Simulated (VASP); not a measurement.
Band structure of Ir$_{3}$Rh (ordered alloy cell). Method: PBEsol GGA, VASP's PBE PAW potentials (set 64) (plane waves; VASP).

Unless said otherwise, spin-orbit coupling is left out, though it shifts the bands of the heavy elements here.

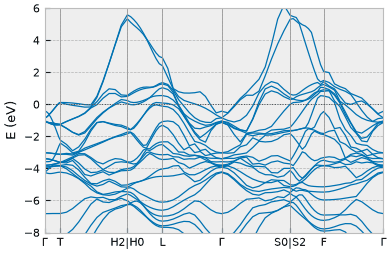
Bands along high-symmetry lines, zero at the valence-band maximum or, without a gap, the Fermi level

### Question
Read the plot: is there a gap, and where are the band edges?

### Answer
It has no gap at this level: it comes out as a metal or semimetal. (Edges off the drawn lines would not show.)

The structure was generated: Ir3Rh was put into an ordered model structure (R-3m), which need not be its known phase. It was relaxed first. VASP warned that the highest band is occupied, so more bands are needed.
